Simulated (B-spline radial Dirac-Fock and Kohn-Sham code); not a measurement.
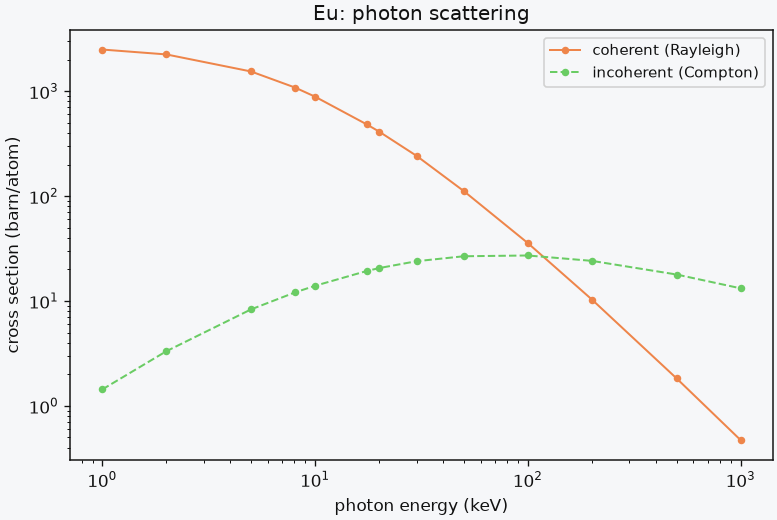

Fig. 1. Coherent and incoherent photon scattering cross sections against photon energy, computed at the marked points and joined by straight lines. The figure is for atomic Eu, configuration [Xe] 4f7 6s2. Method: Thomson × f² and Klein–Nishina × S on Dirac–Fock densities, without anomalous dispersion (computed with a B-spline radial atomic code).

Summarise the result.

Coherent scattering falls from 2500 b at 1.00 keV to 0.472 b at 1.00 MeV. Incoherent scattering is largest at 100 keV among the points computed (27.2 b), and it overtakes the coherent part between 100 keV and 200 keV.
